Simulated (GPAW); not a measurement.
# Cs2AgBiBr6 (Fm-3m): dielectric function

Aim: the dielectric function of Cs2AgBiBr6 (Fm-3m), with and without local fields.

Program: GPAW 26.7.0. Level of theory: LDA and many-body steps on it, plane waves. Results are calculated unless marked as measured.

## Step 1: Set-up

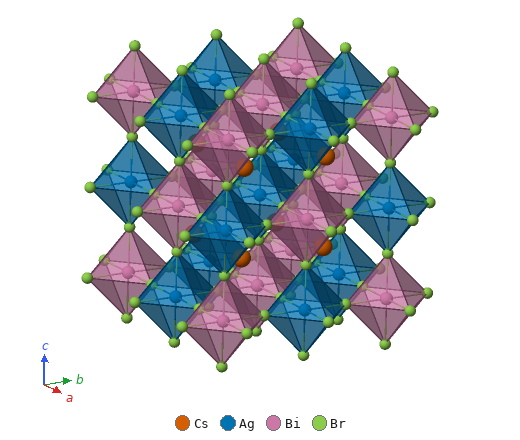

The starting structure, seen slightly off an axis (caesium orange, silver blue, bismuth pink, bromine green). This picture shows the conventional cell, with its axes. Some periodic images of atoms are drawn too.

As a file:

```xyz
10
Lattice="0.0000 5.6161 5.6161 5.6161 0.0000 5.6161 5.6161 5.6161 0.0000" Properties=species:S:1:pos:R:3 pbc="T T T"
Cs    2.8081    2.8081    2.8081
Cs    8.4242    8.4242    8.4242
Ag    5.6161    5.6161    5.6161
Bi    0.0000    0.0000    0.0000
Br    5.6161    2.8142    5.6161
Br    8.4180    5.6161    5.6161
Br    5.6161    8.4180    5.6161
Br    2.8142    5.6161    5.6161
Br    5.6161    5.6161    2.8142
Br    5.6161    5.6161    8.4180
```

The cell and positions come from the Crystallography Open Database and are kept as given unless a step says otherwise. Spin-orbit coupling is left out unless a step names it.

## Step 2: Empty states on the mesh, 4×4×4 mesh, 471 bands

This step: GPAW 26.7.0; DFT, LDA, plane waves, PAW.

The sums over transitions need many empty states on a uniform mesh; this step solves for them.

run.py reads:

```python
import json
import numpy as np
from gpaw.mpi import world
from gpaw import GPAW

calc = GPAW('gs.gpw').fixed_density(kpts={'size': (4, 4, 4), 'gamma': True},
    nbands=549,
    convergence={'bands': 471},
    txt='nscf.txt')
calc.write('full.gpw', mode='all')
res = {}
kpts = calc.get_ibz_k_points()
res['kpts'] = kpts
res['eigenvalues'] = [calc.get_eigenvalues(kpt=k) for k in range(len(kpts))]
res['n_electrons'] = calc.get_number_of_electrons()

if world.rank == 0:
    with open('result.json', 'w') as f:
        json.dump(res, f, default=lambda x: x.tolist())
```

The run is started by

```console
$ mpirun -n 4 gpaw python run.py
```

Numbers of over 12 decimals in the logs are rounded to 6 here.

Log:

```text
Diagonalizing LCAO Hamiltonian
Converting LCAO to pw mode
convergence criteria:
- Maximum integral of absolute [eigenst]ate change: 4e-08 eV^2 / valence electron
maximum number of iterations: 100

SCF iterations
|iter     |     time |      energy | eigst |  dens |
|iter:   1|  |             | +4.15 |       |
|iter:   2|  |             | +2.99 |       |
|iter:   3|  |             | +1.87 |       |
[...]
|iter:  17|  |             | -7.02 |       |
|iter:  18|  |             | -7.31 |       |
|iter:  19|  |             | -7.49c|       |
SCF steps: 19
  __  _  _
 | _ |_)|_||  |
 |__||  | ||/\| - 26.7.0

Input parameters:
  mode=PW(ecut=450.000000),
  convergence={'bands': 471},
  gpts=array([40, 40, 40]),
  kpts=MonkhorstPack(size=(4, 4, 4), gamma=True),
  maxiter=100,
  nbands=549,
  occupations=Occupations(name='fermi-dirac', width=0.001, fixmagmom=False),
  parallel={},
  xc=XC(name='LDA')
# Writing to full.gpw (mode='all')
  [... matrices ...]

timing:  # [seconds]
  Total: 0.403  # ━━━━━━━━━━━━━━━━━━━━━━━━━━━━━━━━━━━━━━━━━━━━━━━━━━━━━━━━━━━
```

It took 5.8 min on 4 MPI ranks of Intel Xeon Platinum 8375C at 2.90GHz (Ice Lake), shared host; peak memory 2.5 GiB; 23 min of CPU time.

This step gave:

| Quantity | Value |
| --- | --- |
| gap | 1.078 eV |
| k of the valence top | 0.5, 0.5, 0 |
| k of the conduction bottom | 0.5, 0.5, 0.5 |
| least direct gap | 2.312 eV |
| k points computed | 8 |
| lowest point of the top converged band, above the valence top | 60.8422 eV |

On this mesh the gap is 1.078 eV.

## Step 3: RPA response

The response function is computed on a frequency grid, with local fields up to the given cutoff.

This step: linear response, RPA, on LDA, plane waves, PAW.

run.py reads:

```python
import json
import numpy as np
from gpaw.mpi import world
from gpaw.response.df import DielectricFunction

df = DielectricFunction('full.gpw',
    ecut=50,
    nbands=471,
    eta=0.2,
    frequencies={'type': 'nonlinear', 'domega0': 0.05, 'omega2': 10.0},
    intraband=False,
    txt='df.txt')
res = {'optical': {}, 'eels': []}
for d in 'x':
    y0, y = df.get_dielectric_function(direction=d, xc='RPA', filename=None)
    res['optical'][d] = [y0.real, y0.imag, y.real, y.imag]
res['w'] = df.get_frequencies()
for q_c in [[0.25, 0, 0], [0.5, 0, 0], [0.75, 0, 0], [1.25, 0, 0]]:
    res['eels'].append(df.get_eels_spectrum(q_c=q_c, xc='RPA', filename=None))

if world.rank == 0:
    with open('result.json', 'w') as f:
        json.dump(res, f, default=lambda x: x.tolist())
```

The run is started by

```console
$ mpirun -n 4 gpaw python run.py
```

Log:

```text
Using integrator: PointIntegrator
NonLinearFrequencyDescriptor(from 0.000 to 116.569 eV, 401 points)
Nonperiodic BCs:  [False False False]
Using integrator: PointIntegrator
NonLinearFrequencyDescriptor(from 0.000 to 116.569 eV, 401 points)
Nonperiodic BCs:  [False False False]

Calculating chi0 body with:
    Ground state adapter containing:
    Number of spins: 1
    Number of kpoints: 64
    Number of irreducible kpoints: 8
    Number of completely occupied states: 46
    Number of partially occupied states: 46
    Occupied states memory: 44.921875 M / cpu

    Linear response parametrization:
    q_c: [0.0, 0.0, 0.0]
    Number of frequency points: 401
    Planewave cutoff: 50.0
    Number of bands: 471
    Number of planewaves: 283
    Broadening (eta): 0.2
    comm.size: 4
    kncomm.size: 4
    blockcomm.size: 1

    Memory estimate of potentially large arrays:
        chi0_wGG: 490.046524 M / cpu
Integrating chi0 body.

Symmetries of q_c:
    Direct symmetries (Uq -> q): 48
    Indirect symmetries (TUq -> q): 0
In total 48 allowed symmetries.

  [... matrices ...]
8 groups of equivalent kpoints. 87.5% reduction.

Integral kind: spectral function

Calculating chi0 optical extensions with:
    Ground state adapter containing:
    Number of spins: 1
    Number of kpoints: 64
    Number of irreducible kpoints: 8
    Number of completely occupied states: 46
    Number of partially occupied states: 46
    Occupied states memory: 44.921875 M / cpu

    Linear response parametrization:
    Number of frequency points: 401
    Planewave cutoff: 50.0
    Number of bands: 471
    Number of planewaves: 283
    Broadening (eta): 0.2
Integrating chi0 head and wings.

Symmetries of q_c:
    Direct symmetries (Uq -> q): 48
    Indirect symmetries (TUq -> q): 0
In total 48 allowed symmetries.

  [... matrices ...]
8 groups of equivalent kpoints. 87.5% reduction.

Integral kind: spectral function wings

Calculating chi0 body with:
    Ground state adapter containing:
    Number of spins: 1
    Number of kpoints: 64
    Number of irreducible kpoints: 8
    Number of completely occupied states: 46
    Number of partially occupied states: 46
    Occupied states memory: 44.921875 M / cpu

    Linear response parametrization:
    q_c: [0.25, 0.0, 0.0]
    Number of frequency points: 401
    Planewave cutoff: 50.0
    Number of bands: 471
    Number of planewaves: 289
    Broadening (eta): 0.2
    comm.size: 4
    kncomm.size: 4
    blockcomm.size: 1

    Memory estimate of potentially large arrays:
        chi0_wGG: 511.046158 M / cpu
Integrating chi0 body.

Symmetries of q_c:
    Direct symmetries (Uq -> q): 6
    Indirect symmetries (TUq -> q): 0
In total 6 allowed symmetries.

  [... matrices ...]
20 groups of equivalent kpoints. 68.75% reduction.

Integral kind: spectral function

[... 3 further calls ...]
```

Elapsed: 6.8 min, on 4 MPI ranks; peak memory 8.2 GiB.

Numbers from this step:

| Quantity | Value |
| --- | --- |
| ε at zero frequency | 5.227 |
| the same without local fields | 6.014 |

The static value is 5.23.

The ε₂ has structure finer than the step of the table below, so its rows give means over 2.5 eV, whole bins alone (the curve runs from 0 to 39.8 eV). Peaks (eV: height): xx, no local fields 2.80: 7.01, 7.00: 4.00, 13.40: 2.87; xx, local fields 3.00: 5.96, 7.00: 3.25.

RPA, broadening 0.2 eV. Table of ε₂ by photon energy; means over each step:

| photon energy (eV) | xx, no local fields | xx, local fields |
| --- | --- | --- |
| 2.5 | 3.86 | 3.29 |
| 5.0 | 2.56 | 2.38 |
| 7.5 | 3.39 | 2.66 |
| 10.0 | 2.70 | 1.99 |
| 12.5 | 2.34 | 1.38 |
| 15.0 | 1.52 | 1.22 |
| 17.5 | 0.688 | 0.828 |
| 20.0 | 0.459 | 0.493 |
| 22.5 | 0.307 | 0.438 |
| 25.0 | 0.240 | 0.373 |
| 27.5 | 0.165 | 0.305 |
| 30.0 | 0.111 | 0.236 |
| 32.5 | 0.0838 | 0.180 |
| 35.0 | 0.0608 | 0.131 |
| 37.5 | 0.0496 | 0.0980 |

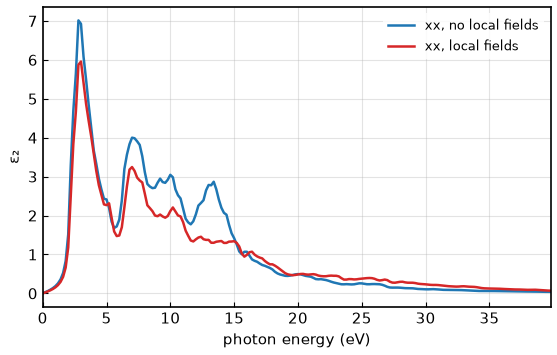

ε₂ against photon energy.

Optical limit, local fields. Table of loss function, xx by energy loss; read off at these points:

| energy loss (eV) | loss function, xx |
| --- | --- |
| 0.00 | 0 |
| 2.50 | 0.0616 |
| 5.00 | 0.269 |
| 5.40 | 0.322 |
| 7.50 | 0.277 |
| 10.00 | 0.375 |
| 12.50 | 0.582 |
| 15.00 | 0.671 |
| 15.60 | 0.912 |
| 17.50 | 1.09 |
| 18.80 | 1.32 |
| 20.00 | 0.928 |
| 22.50 | 0.811 |
| 25.00 | 0.666 |
| 27.50 | 0.596 |
| 30.00 | 0.496 |
| 32.50 | 0.344 |
| 35.00 | 0.241 |
| 37.50 | 0.173 |

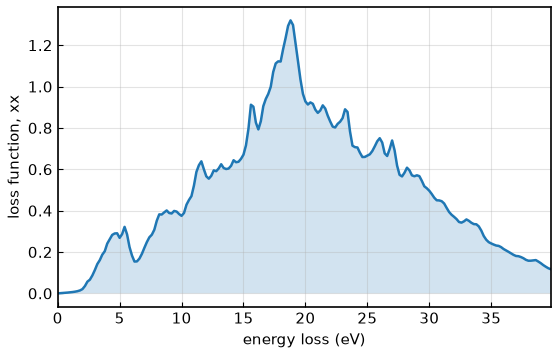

Loss function, xx against energy loss.

RPA, local fields; q along the first reciprocal vector. The -Im 1/eps(q) by energy loss; read off at these points:

| energy loss (eV) | q = 0.242 1/A | q = 0.484 1/A | q = 0.727 1/A | q = 1.211 1/A |
| --- | --- | --- | --- | --- |
| 0.00 | 0 | 0 | 0 | 0 |
| 2.50 | 0.0351 | 0.0103 | 0.00560 | 0.00390 |
| 5.00 | 0.280 | 0.117 | 0.0516 | 0.0275 |
| 7.50 | 0.268 | 0.258 | 0.222 | 0.114 |
| 10.00 | 0.356 | 0.352 | 0.294 | 0.176 |
| 12.50 | 0.582 | 0.567 | 0.487 | 0.270 |
| 15.00 | 0.677 | 0.663 | 0.615 | 0.323 |
| 17.50 | 0.997 | 0.877 | 0.710 | 0.386 |
| 18.80 | 1.29 | 1.07 | 0.843 | 0.443 |
| 20.00 | 0.926 | 0.936 | 0.858 | 0.558 |
| 22.50 | 0.828 | 0.881 | 0.867 | 0.655 |
| 23.20 | 0.901 | 0.931 | 0.970 | 0.814 |
| 25.00 | 0.714 | 0.752 | 0.822 | 0.778 |
| 26.00 | 0.788 | 0.855 | 0.912 | 0.879 |
| 27.50 | 0.606 | 0.664 | 0.740 | 0.817 |
| 30.00 | 0.467 | 0.457 | 0.464 | 0.601 |
| 32.50 | 0.349 | 0.327 | 0.338 | 0.439 |
| 35.00 | 0.245 | 0.240 | 0.248 | 0.300 |
| 37.50 | 0.183 | 0.189 | 0.201 | 0.244 |

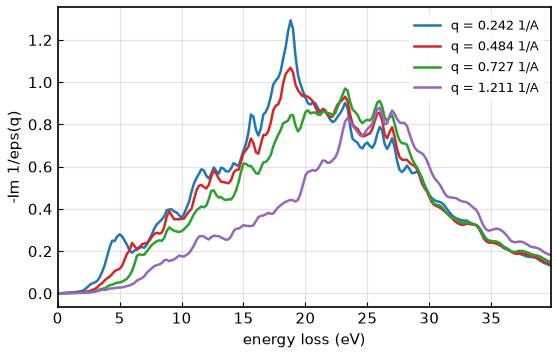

-Im 1/eps(q) against energy loss.

## Step 4: ALDA response

This step: linear response, ALDA, on LDA, plane waves, PAW.

Changes to run.py since step 3:

```diff
@@ -14,7 +14,7 @@
 for d in 'x':
-    y0, y = df.get_dielectric_function(direction=d, xc='RPA', filename=None)
+    y0, y = df.get_dielectric_function(direction=d, xc='ALDA', filename=None)
     res['optical'][d] = [y0.real, y0.imag, y.real, y.imag]
 res['w'] = df.get_frequencies()
-for q_c in [[0.25, 0, 0], [0.5, 0, 0], [0.75, 0, 0], [1.25, 0, 0]]:
-    res['eels'].append(df.get_eels_spectrum(q_c=q_c, xc='RPA', filename=None))
+for q_c in [[0.75, 0, 0]]:
+    res['eels'].append(df.get_eels_spectrum(q_c=q_c, xc='ALDA', filename=None))
```

The run is started by

```console
$ mpirun -n 4 gpaw python run.py
```

Log:

```text
Using integrator: PointIntegrator
NonLinearFrequencyDescriptor(from 0.000 to 116.569 eV, 401 points)
Nonperiodic BCs:  [False False False]
Using integrator: PointIntegrator
NonLinearFrequencyDescriptor(from 0.000 to 116.569 eV, 401 points)
Nonperiodic BCs:  [False False False]

Calculating chi0 body with:
    Ground state adapter containing:
    Number of spins: 1
    Number of kpoints: 64
    Number of irreducible kpoints: 8
    Number of completely occupied states: 46
    Number of partially occupied states: 46
    Occupied states memory: 44.921875 M / cpu

    Linear response parametrization:
    q_c: [0.0, 0.0, 0.0]
    Number of frequency points: 401
    Planewave cutoff: 50.0
    Number of bands: 471
    Number of planewaves: 283
    Broadening (eta): 0.2
    comm.size: 4
    kncomm.size: 4
    blockcomm.size: 1

    Memory estimate of potentially large arrays:
        chi0_wGG: 490.046524 M / cpu
Integrating chi0 body.

Symmetries of q_c:
    Direct symmetries (Uq -> q): 48
    Indirect symmetries (TUq -> q): 0
In total 48 allowed symmetries.

  [... matrices ...]
8 groups of equivalent kpoints. 87.5% reduction.

Integral kind: spectral function

Calculating chi0 optical extensions with:
    Ground state adapter containing:
    Number of spins: 1
    Number of kpoints: 64
    Number of irreducible kpoints: 8
    Number of completely occupied states: 46
    Number of partially occupied states: 46
    Occupied states memory: 44.921875 M / cpu

    Linear response parametrization:
    Number of frequency points: 401
    Planewave cutoff: 50.0
    Number of bands: 471
    Number of planewaves: 283
    Broadening (eta): 0.2
Integrating chi0 head and wings.

Symmetries of q_c:
    Direct symmetries (Uq -> q): 48
    Indirect symmetries (TUq -> q): 0
[...]
RSHE of atom 1
      (l,m)   max weight  avg weight  included
[...]
In total: 1.000000 of the surface norm square is covered on average
      In total: 1.000000 of the surface norm square could be covered on average

    RSHE of atom 2
      (l,m)   max weight  avg weight  included
[...]
[... further lines of this kind ...]
      In total: 1.000000 of the surface norm square is covered on average
      In total: 1.000000 of the surface norm square could be covered on average

[...]
(4,-2)  0.00000000  0.00000000  yes
      (4,-1)  0.00000000  0.00000000  yes
[...]
[... further lines of this kind ...]
[...]
[... matrices ...]

Calculating chi0 body with:
    Ground state adapter containing:
    Number of spins: 1
    Number of kpoints: 64
    Number of irreducible kpoints: 8
    Number of completely occupied states: 46
    Number of partially occupied states: 46
    Occupied states memory: 44.921875 M / cpu

    Linear response parametrization:
    q_c: [0.75, 0.0, 0.0]
    Number of frequency points: 401
    Planewave cutoff: 50.0
    Number of bands: 471
    Number of planewaves: 289
    Broadening (eta): 0.2
    comm.size: 4
    kncomm.size: 4
    blockcomm.size: 1

    Memory estimate of potentially large arrays:
        chi0_wGG: 511.046158 M / cpu
Integrating chi0 body.

Symmetries of q_c:
    Direct symmetries (Uq -> q): 6
    Indirect symmetries (TUq -> q): 0
In total 6 allowed symmetries.

  [... matrices ...]
20 groups of equivalent kpoints. 68.75% reduction.

Integral kind: spectral function

Calculating ALDA kernel
Calculating f(G)
    Calculating PAW corrections

[...]
RSHE of atom 8
      (l,m)   max weight  avg weight  included
      In total: 1.000000 of the surface norm square is covered on average
      In total: 1.000000 of the surface norm square could be covered on average

    RSHE of atom 9
      (l,m)   max weight  avg weight  included
      In total: 1.000000 of the surface norm square is covered on average
      In total: 1.000000 of the surface norm square could be covered on average
```

Run time: 3.4 min. Hardware: 4 MPI ranks; peak memory 8.3 GiB.

Numbers from this step:

```
ε at zero frequency           : 5.413
the same without local fields : 6.014
```

The static value is 5.41.

The ε₂ has structure finer than the step of the table below, so its rows give means over 2.5 eV, whole bins alone (the curve runs from 0 to 39.8 eV). Peaks (eV: height): xx, no local fields 2.80: 7.01, 7.00: 4.00, 13.40: 2.87; xx, local fields 3.00: 6.14, 6.80: 3.54.

ALDA, broadening 0.2 eV. ε₂ against photon energy; means over each step:

| photon energy (eV) | xx, no local fields | xx, local fields |
| --- | --- | --- |
| 2.5 | 3.86 | 3.40 |
| 5.0 | 2.56 | 2.48 |
| 7.5 | 3.39 | 2.88 |
| 10.0 | 2.70 | 2.10 |
| 12.5 | 2.34 | 1.53 |
| 15.0 | 1.52 | 1.33 |
| 17.5 | 0.688 | 0.825 |
| 20.0 | 0.459 | 0.504 |
| 22.5 | 0.307 | 0.443 |
| 25.0 | 0.240 | 0.353 |
| 27.5 | 0.165 | 0.279 |
| 30.0 | 0.111 | 0.201 |
| 32.5 | 0.0838 | 0.149 |
| 35.0 | 0.0608 | 0.103 |
| 37.5 | 0.0496 | 0.0776 |

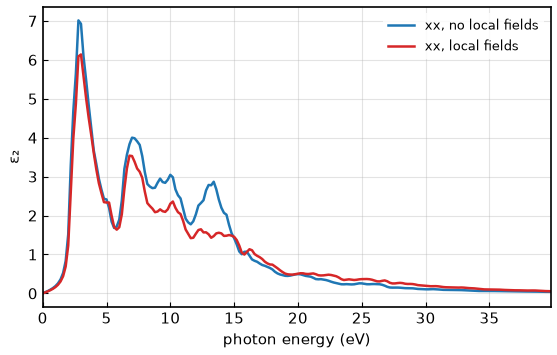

ε₂, plotted against photon energy.

## Step 5: RPA response, local-field cutoff (4×4×4 mesh, 471 bands, screening to 5 eV, broadening 0.2 eV)

This step: linear response, RPA, on LDA, plane waves, PAW.

Changes to run.py since step 4:

```diff
@@ -6,3 +6,3 @@
 df = DielectricFunction('full.gpw',
-    ecut=50,
+    ecut=5,
     nbands=471,
@@ -14,3 +14,3 @@
 for d in 'x':
-    y0, y = df.get_dielectric_function(direction=d, xc='ALDA', filename=None)
+    y0, y = df.get_dielectric_function(direction=d, xc='RPA', filename=None)
     res['optical'][d] = [y0.real, y0.imag, y.real, y.imag]
@@ -18,3 +18,3 @@
 for q_c in [[0.75, 0, 0]]:
-    res['eels'].append(df.get_eels_spectrum(q_c=q_c, xc='ALDA', filename=None))
+    res['eels'].append(df.get_eels_spectrum(q_c=q_c, xc='RPA', filename=None))
```

The run is started by

```console
$ mpirun -n 4 gpaw python run.py
```

Log:

```text
Using integrator: PointIntegrator
NonLinearFrequencyDescriptor(from 0.000 to 116.569 eV, 401 points)
Nonperiodic BCs:  [False False False]
Using integrator: PointIntegrator
NonLinearFrequencyDescriptor(from 0.000 to 116.569 eV, 401 points)
Nonperiodic BCs:  [False False False]

Calculating chi0 body with:
    Ground state adapter containing:
    Number of spins: 1
    Number of kpoints: 64
    Number of irreducible kpoints: 8
    Number of completely occupied states: 46
    Number of partially occupied states: 46
    Occupied states memory: 44.921875 M / cpu

    Linear response parametrization:
    q_c: [0.0, 0.0, 0.0]
    Number of frequency points: 401
    Planewave cutoff: 5.0
    Number of bands: 471
    Number of planewaves: 15
    Broadening (eta): 0.2
    comm.size: 4
    kncomm.size: 4
    blockcomm.size: 1

    Memory estimate of potentially large arrays:
        chi0_wGG: 1.376724 M / cpu
Integrating chi0 body.

Symmetries of q_c:
    Direct symmetries (Uq -> q): 48
    Indirect symmetries (TUq -> q): 0
In total 48 allowed symmetries.

  [... matrices ...]
8 groups of equivalent kpoints. 87.5% reduction.

Integral kind: spectral function

Calculating chi0 optical extensions with:
    Ground state adapter containing:
    Number of spins: 1
    Number of kpoints: 64
    Number of irreducible kpoints: 8
    Number of completely occupied states: 46
    Number of partially occupied states: 46
    Occupied states memory: 44.921875 M / cpu

    Linear response parametrization:
    Number of frequency points: 401
    Planewave cutoff: 5.0
    Number of bands: 471
    Number of planewaves: 15
    Broadening (eta): 0.2
Integrating chi0 head and wings.

Symmetries of q_c:
    Direct symmetries (Uq -> q): 48
    Indirect symmetries (TUq -> q): 0
In total 48 allowed symmetries.

  [... matrices ...]
8 groups of equivalent kpoints. 87.5% reduction.

Integral kind: spectral function wings

Calculating chi0 body with:
    Ground state adapter containing:
    Number of spins: 1
    Number of kpoints: 64
    Number of irreducible kpoints: 8
    Number of completely occupied states: 46
    Number of partially occupied states: 46
    Occupied states memory: 44.921875 M / cpu

    Linear response parametrization:
    q_c: [0.75, 0.0, 0.0]
    Number of frequency points: 401
    Planewave cutoff: 5.0
    Number of bands: 471
    Number of planewaves: 11
    Broadening (eta): 0.2
    comm.size: 4
    kncomm.size: 4
    blockcomm.size: 1

    Memory estimate of potentially large arrays:
        chi0_wGG: 0.740372 M / cpu
Integrating chi0 body.

Symmetries of q_c:
    Direct symmetries (Uq -> q): 6
    Indirect symmetries (TUq -> q): 0
In total 6 allowed symmetries.

  [... matrices ...]
20 groups of equivalent kpoints. 68.75% reduction.

Integral kind: spectral function
```

Wall time 2.5 min (4 MPI ranks); peak memory 3.9 GiB.

This step gave:

| Quantity | Value |
| --- | --- |
| ε at zero frequency | 5.740 |
| the same without local fields | 6.014 |

The static value is 5.74.

## Step 6: RPA response, fewer bands (4×4×4 mesh, 51 bands, screening to 50 eV, broadening 0.2 eV)

Changes to run.py since step 5:

```diff
@@ -6,4 +6,4 @@
 df = DielectricFunction('full.gpw',
-    ecut=5,
-    nbands=471,
+    ecut=50,
+    nbands=51,
     eta=0.2,
@@ -17,3 +17,3 @@
 res['w'] = df.get_frequencies()
-for q_c in [[0.75, 0, 0]]:
+for q_c in []:
     res['eels'].append(df.get_eels_spectrum(q_c=q_c, xc='RPA', filename=None))
```

The run is started by

```console
$ mpirun -n 4 gpaw python run.py
```

Log:

```text
Using integrator: PointIntegrator
NonLinearFrequencyDescriptor(from 0.000 to 59.815 eV, 345 points)
Nonperiodic BCs:  [False False False]
Using integrator: PointIntegrator
NonLinearFrequencyDescriptor(from 0.000 to 59.815 eV, 345 points)
Nonperiodic BCs:  [False False False]

Calculating chi0 body with:
    Ground state adapter containing:
    Number of spins: 1
    Number of kpoints: 64
    Number of irreducible kpoints: 8
    Number of completely occupied states: 46
    Number of partially occupied states: 46
    Occupied states memory: 44.921875 M / cpu

[...]
Ground state adapter containing:
    Number of spins: 1
    Number of kpoints: 64
    Number of irreducible kpoints: 8
    Number of completely occupied states: 46
    Number of partially occupied states: 46
    Occupied states memory: 44.921875 M / cpu

    Linear response parametrization:
    Number of frequency points: 345
    Planewave cutoff: 50.0
    Number of bands: 51
    Number of planewaves: 283
    Broadening (eta): 0.2
Integrating chi0 head and wings.

Symmetries of q_c:
    Direct symmetries (Uq -> q): 48
    Indirect symmetries (TUq -> q): 0
In total 48 allowed symmetries.

  [... matrices ...]
8 groups of equivalent kpoints. 87.5% reduction.

Integral kind: spectral function wings
```

Wall time 15 s (4 MPI ranks); peak memory 6.5 GiB; 61 s of CPU time.

Numbers from this step:

| Property | Result |
| --- | --- |
| ε at zero frequency | 3.838 |
| the same without local fields | 4.376 |

(Part 1 of 2 ends here.)

[Paths, hosts, dates, memory and timing lines, banners, echoed tables and standing remarks are left out of the program output.]

[Logs are printed without paths, hosts, clocks, repeated set-up lines and the standing remarks that a program may print on its own settings, such as how far it seeks lower states.]

[Runs of the session that timed out or met a known fault of the program may be left out.]

[Hosts, paths, dates, database ids (printed as entryN), source tags and the programs' standing remarks are cut or masked in the printed files.]
